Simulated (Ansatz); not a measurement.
```xyz
32
Lattice="5.6213 -5.6213 11.2449 5.6234 5.6234 0.0000 -5.6223 5.6223 0.0010" Properties=species:S:1:pos:R:3 pbc="T T T"
Si    2.8107    2.8127    5.6241
Si   -2.8116    2.8116    0.0016
Si    5.6059    0.0175   11.2295
Si   -0.0164    0.0164    5.6071
Ge    2.8270    0.0181    8.4511
Ge    2.8281    5.6404    2.8287
Ge    5.6053    2.7964    8.4511
Ge   -0.0170    2.7953    2.8287
Ge    0.0007    2.8120    8.4344
Ge    0.0018    8.4344    2.8120
Ge    2.8114    5.6227    8.4344
Ge   -2.8109    5.6216    2.8120
Ge    0.0006    5.6228    5.6236
Ge   -5.6217    5.6217    0.0011
Ge    2.8276    2.7958   11.2288
Ge   -2.7947    2.7947    5.6064
Ge    4.2169    4.2181    6.9946
Ge   -1.4055    4.2171    1.3722
Ge    1.4053    1.4065    6.9946
Ge    1.4064    7.0289    1.3722
Si    4.2329    1.3905    9.8551
Si   -1.3894    1.3894    4.2326
Ge    1.4222   -1.4222    9.8560
Ge    1.4233    4.2001    4.2335
Ge    7.0102   -1.3868    9.8559
Ge    1.3879   -1.3879    4.2335
Ge    4.1981   -4.1981    9.8559
Ge    4.1992    1.4242    4.2335
Ge    7.0280    1.4078    7.0292
Ge    1.4057    1.4067    1.4067
Ge    4.2156   -1.4046    7.0292
Ge    4.2167    4.2178    1.4067
```

Space group Cm; a generated structure, not necessarily the stable one.

Method: DFT PBEsol, scalar-relativistic, plane waves, PAW in Ansatz.

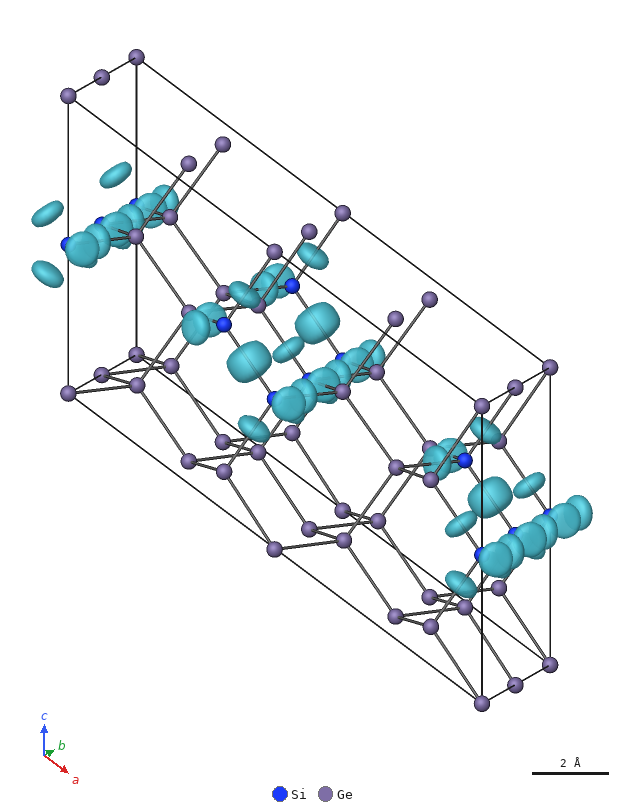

Si₃Ge₁₃. Isosurface of the electron localisation function at 0.85 (cyan), seen slightly off an axis. Only the valence region is drawn (cores and ρ < 0.01 e/Å³ removed). Sticks mark near contacts.

### Describe the localisation domains.

At this value the surface marks out 20 regions between bonded Ge–Si atoms (shared pairs) and two regions between bonded Si–Si atoms (shared pairs), counted in one cell of 32 atoms. Any copies at cell faces, edges or corners count once. Along the contacts the grid gives the following. Si–Si (2.38 Å): the ELF peaks at about 0.95 between the atoms (a shared electron pair). Si–Ge (2.40 Å): the ELF peaks at about 0.90 between the atoms; a shared electron pair.
